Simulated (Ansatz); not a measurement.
**BSiN+ (quartet): trial inputs and their diagnosis**

3 inputs are run for BSiN+ (quartet) as typed; the log has to tell whether the result can be used and what must change.

Computed with Ansatz 0.2.0, Gaussian basis. Level: the settings change from run to run.

24 further runs of the same task are left out: 10 that didn't finish, 14 set aside as unsound or not needed.

## (1) The system

The geometry is a PBE0/def2-TZVP stationary point (not a proven minimum) of the parent state, kept for this charge and spin.

3 atoms, charge 1, spin multiplicity 4.

Atoms are counted from 1 here; the program's logs count them from 0.

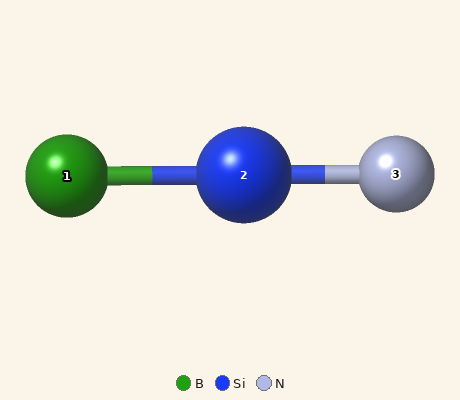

The structure; boron green, silicon blue, nitrogen light blue; atoms are numbered from 1 in the order of the file.

## (2) Try 1

in.yaml reads:

```yaml
crystal:
  periodic: [false, false, false]
  atoms:
    - {symbol: B, position_ang: [0.050000, 0.050000, -0.085500]}
    - {symbol: Si, position_ang: [0.000000, 0.000000, -0.085500]}
    - {symbol: N, position_ang: [0.000000, 0.000000, -1.691300]}
basis:
  gaussian: {orbitals: STO-3G}
total_charge: 1
magnetization: {spin_polarized: false, initial_magnetization: 3}
correlation: {method: mp2, electrons: valence}
```

The run is started by

```console
> ansatz run in.yaml --threads 1 --pin off --events-out ev --progress --plain --max-ram 2393MiB
```

What it wrote:

```text
Functional definition: HF
  name "HF"
  cite "Fock, Z. Phys. 61, 126 (1930) doi:10.1007/BF01340294"
  parent pbe
  exchange = exact_x
  correlation = 0
218 factors; integrals over basis functions are off by at most 4.2e-5 eV
mean field evaluation 1: about -342.4054 eV, gradient 1.3e2 eV
mean field evaluation 2: about -342.6619 eV, gradient 1.3e2 eV
mean field evaluation 4: about -353.8197 eV, gradient 2.2e0 eV
mean field evaluation 8: about -353.8491 eV, gradient 1.7e-4 eV
a density is far from that of the atoms, so the factors are made again for it
253 factors; integrals over basis functions are off by at most 1.3e-5 eV
mean field evaluation 16: about -342.6650 eV, gradient 1.3e2 eV
mean field -353.85337125 eV, -13.0038715432 hartree, gradient 1.2e-6 eV, S^2 3.750000; 1 other end points of the search recorded, 0 dependent functions left out
mean field evaluation 32: about -353.8828 eV, gradient 5.9e-4 eV
7 core orbitals not correlated: weight in the atoms' cores, before any rotation towards them, 0.371 or more for the frozen orbitals, at most 0.083 for the correlated occupied ones
reference -353.85337125 eV, -13.0038715432 hartree; 7, 4 occupied and 5, 8 virtual orbitals, 253 factors
second order -0.34541975 eV of doubles, -0.01982389 eV of singles
Total energy: -354.21861490 eV, -13.0172939995 hartree
```

Run time: 0.15 s. Hardware: 1 thread of Arm Neoverse V2, shared host.

Diagnosis: The run converged, which proves nothing about the input. One atom lies on top of another. The shortest distance is 0.07 Å, against 1.61 Å in the geometry of step 1. Its energy belongs to another geometry. To mend it, restore its position.

## (3) Try 2

in.yaml reads:

```yaml
crystal:
  periodic: [false, false, false]
  atoms:
    - {symbol: B, position_ang: [0.000000, 0.000000, 1.776800]}
    - {symbol: Si, position_ang: [0.000000, 0.000000, -0.085500]}
    - {symbol: N, position_ang: [0.000000, 0.000000, -1.691300]}
basis:
  gaussian: {orbitals: cc-pVDZ}
total_charge: 1
magnetization: {spin_polarized: false, initial_magnetization: 3}
hamiltonian: {xc: r2scan}
correlation: {active_space: {window: {electrons: 5, orbitals: 5}}}
scf: {lower_state_search: full}
```

The command is unchanged.

What it wrote:

```text
Error: invalid value for `correlation.active_space`: it starts from restricted Hartree–Fock orbitals; set hamiltonian.xc: hf without magnetization.spin_polarized
```

Wall time 0.03 s (1 thread of Arm Neoverse V2, shared host).

**Diagnosis.** The run was refused. An active space is asked on a functional's orbitals. To mend it, start from Hartree-Fock.

## (4) Try 3

in.yaml reads:

```yaml
crystal:
  periodic: [false, false, false]
  atoms:
    - {symbol: B, position_ang: [0.000000, 0.000000, 1.776800]}
    - {symbol: Si, position_ang: [0.000000, 0.000000, -0.085500]}
    - {symbol: N, position_ang: [0.000000, 0.000000, -1.691300]}
basis:
  gaussian: {orbitals: cc-pVDZ}
total_charge: 1
magnetization: {spin_polarized: false, initial_magnetization: 3}
correlation: {method: sc_nevpt2, electrons: outside_noble_gas, active_space: {window: {electrons: 6, orbitals: 5}}}
```

Same command.

What it wrote:

```text
Functional definition: HF
  name "HF"
  cite "Fock, Z. Phys. 61, 126 (1930) doi:10.1007/BF01340294"
  parent pbe
  exchange = exact_x
  correlation = 0
454 factors; integrals over basis functions are off by at most 1.1e-3 eV
mean field evaluation 1: about -9991.1992 eV, gradient 4.2e1 eV
mean field evaluation 2: about -9991.2967 eV, gradient 4.2e1 eV
mean field evaluation 4: about -9996.5521 eV, gradient 2.2e1 eV
mean field evaluation 8: about -9999.8726 eV, gradient 1.4e0 eV
mean field evaluation 16: about -9999.9285 eV, gradient 2.0e-6 eV
mean field evaluation 32: about -10000.2073 eV, gradient 2.1e-6 eV
mean field evaluation 64: about -10000.2073 eV, gradient 1.9e-6 eV
mean field evaluation 96: about -9999.1866 eV, gradient 1.4e-1 eV
mean field evaluation 128: about -10000.2057 eV, gradient 3.6e-1 eV
mean field evaluation 160: about -9998.5496 eV, gradient 5.9e-1 eV
mean field evaluation 192: about -10000.1539 eV, gradient 1.0e0 eV
mean field evaluation 224: about -10000.0312 eV, gradient 1.4e0 eV
mean field evaluation 256: about -9999.9285 eV, gradient 4.0e-6 eV
mean field evaluation 288: about -9997.9216 eV, gradient 6.2e0 eV
mean field evaluation 320: about -9999.1791 eV, gradient 3.4e-1 eV
mean field evaluation 352: about -10000.2032 eV, gradient 1.9e-1 eV
mean field -10000.20726622 eV, -367.5008386495 hartree, gradient 1.7e-6 eV, S^2 3.750000; 18 other end points of the search recorded, 0 dependent functions left out
reference -10000.20726622 eV, -367.5008386495 hartree; 14, 11 occupied and 32, 35 virtual orbitals, 454 factors
Error: 6 electrons in 5 orbitals form no window around the highest filled level of the reference
```

It took 2.3 s on 1 thread of Arm Neoverse V2, shared host.

What is wrong: The run stopped with an error. The active window can't be built from these electrons and orbitals. Cure: choose counts that fit the spin, the electrons and the basis.

## (5) Summary

| try | level | ended | cause | time |
| --- | --- | --- | --- | --- |
| 1 | MP2 on ROHF/STO-3G | converged | one atom lies on top of another | 0.15 s |
| 2 | CASSCF(5,5)/cc-pVDZ | refused | an active space is asked on a functional's orbitals | 0.03 s |
| 3 | NEVPT2(6,5)/cc-pVDZ | stopped by an error | the active window can't be built from these electrons and orbitals | 2.3 s |

1 converged, 1 refused, 1 stopped by an error. The input that converges on a wrong geometry or spin is the dangerous one: no error points at it, so geometry and ⟨S²⟩ have to be checked.
